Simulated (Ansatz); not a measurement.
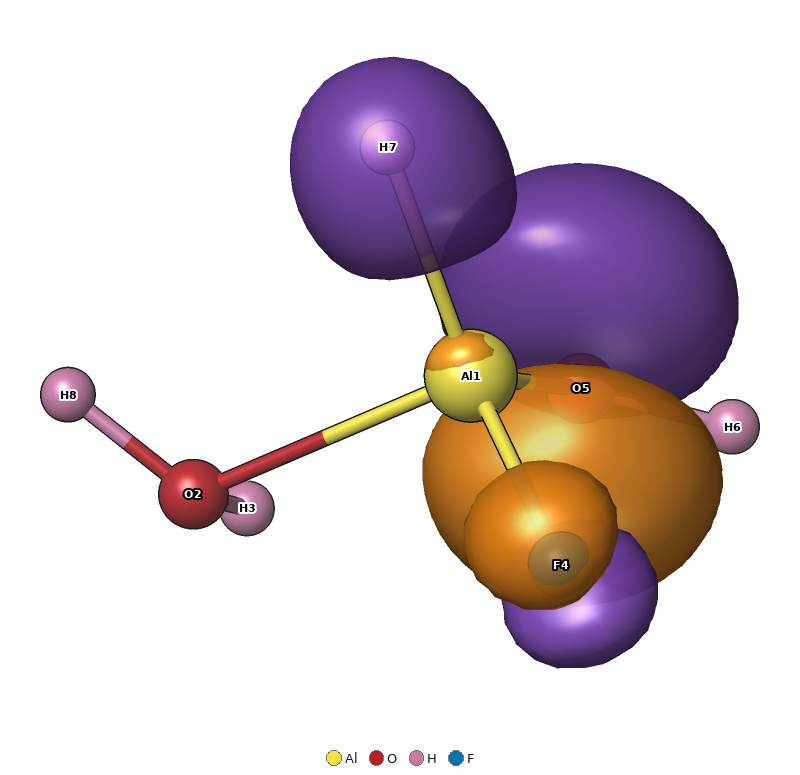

Figure 1: AlFH₄O₂. The HOMO−1 at ±0.15 Å⁻³ᐟ² (orange and purple are the two phases), seen from one side.

Theory: RKS BHLYP/6-31G* (Ansatz).

The calculation's input:

```
crystal:
  periodic: [false, false, false]
  atoms:
    - { symbol: Al, position_ang: [-0.022269, 0.433111, -0.452749] }
    - { symbol: O, position_ang: [-0.006491, 0.130588, 2.495568] }
    - { symbol: H, position_ang: [-0.900023, 0.00487, 2.818088] }
    - { symbol: F, position_ang: [1.296405, -0.244357, -1.153206] }
    - { symbol: O, position_ang: [-1.577392, -0.167076, -0.703985] }
    - { symbol: H, position_ang: [-1.802414, -0.933429, -1.22115] }
    - { symbol: H, position_ang: [0.120302, 1.73882, 0.392682] }
    - { symbol: H, position_ang: [0.001182, 1.038074, 2.124153] }
basis:
  gaussian: { orbitals: "6-31G*" }
hamiltonian:
  xc: { name: BHLYP }
relax:
  f_tol: 0.03
  max_steps: 50
output:
  orbitals: {}
```

Command:

```sh
ansatz run input.yaml --threads 1 --pin off --max-ram 2048MiB --backend cpu --events-out ev --progress --plain --runs-dir out
```

The fields are those of the run's last geometry, not of the input's.

Q: Where does this orbital lie, and at what energy?

A: Its weight (Hirshfeld) is mainly on O5 (about 65 %), H7 (about 10 %) and F4 (about 5 %); largely a lone pair of O5. Its energy is −10.27 eV.
